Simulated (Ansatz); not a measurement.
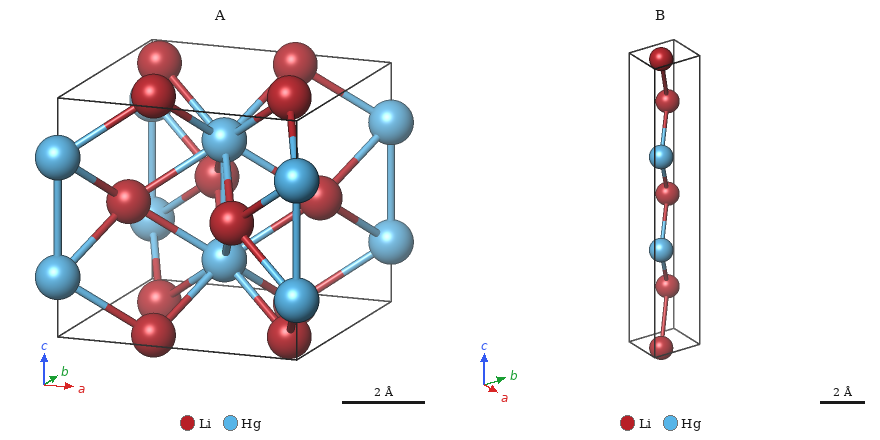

Two structures of Li2Hg, each relaxed to rest (conventional cells in solid outline, small ones repeated, not to one scale). Method: Ansatz, DFT PBE, scalar-relativistic, plane waves, PAW, without spin polarisation.

**Which two forms are compared?**

A: 12 atoms a cell on a body-centred tetragonal lattice, I4/mcm. B: 6 atoms a cell on a primitive hexagonal lattice, P-6m2.

**Compare their energies: which is lower?**

A is lower, by 85 meV/atom at this level of theory (energies at zero smearing). Volumes: A 20.4, B 20.9 Å³/atom.

One or both may be structure types tried for this composition rather than known phases.
